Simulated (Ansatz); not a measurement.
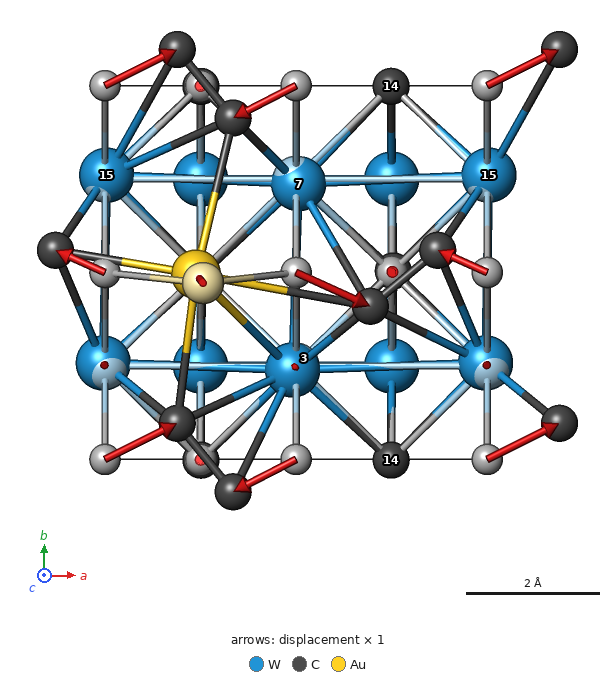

A constrained relaxation of a slab of composition W₈AuC₈. The starting structure is drawn faded, the final one solid; red arrows show the displacements, at their true length.

A ball-and-stick model of the cell of the calculation, outlined in the plane, without the vacuum (origin shifted), seen along the c axis.

It is Au on WC(100), set down by a guess. The run prepares an end point of a later path (adatom hop) calculation, from a guessed geometry. 4 atoms are held fixed.

All numbers below come from DFT PBEsol, scalar-relativistic, plane waves, PAW (Ansatz). Set-up: plane-wave cutoff 420 eV; k-point mesh 3 × 3 × 1; occupations gaussian; smearing width 0.1 eV; no spin polarisation; atoms relaxed in a fixed cell; force threshold 0.03 eV/Å; at most 60 steps.

Q: What did the optimiser do to the structure, and how much energy did it gain?

A: A C atom moves most: 1.26 Å at 78° to the normal (−c side). By element the largest moves are C 1.26 Å, Au 1.23 Å, W 0.09 Å. The lattice vectors keep their values. Some distances before and after: C–C 2.894 → 1.334 Å, C–W 3.629 → 2.397 Å, C–W 3.629 → 2.443 Å, Au–C 3.690 → 2.504 Å. New bonds form: Au–C (3.47 → 2.36 Å), Au–C (3.69 → 2.50 Å), Au–W (3.81 → 2.91 Å), C–C (2.89 → 1.33 Å). Bond angles that change, for instance: W–C–Au 121.2° → 76.5°, W–C–Au 127.7° → 85.4°, W–C–W 135.1° → 125.4°. The energy falls by 9.787 eV per cell of the calculation in 32 accepted moves (34 points after the start). The largest force component goes from 3.2 to 0.014 eV/Å. The line search rejected the trial steps at points 8, 30 of the run.

Limits of the set-up: the k-point mesh is coarse for a cell with partly filled bands; the periodic images lie only 5.7 Å apart, so the values are limited by the cell's size.
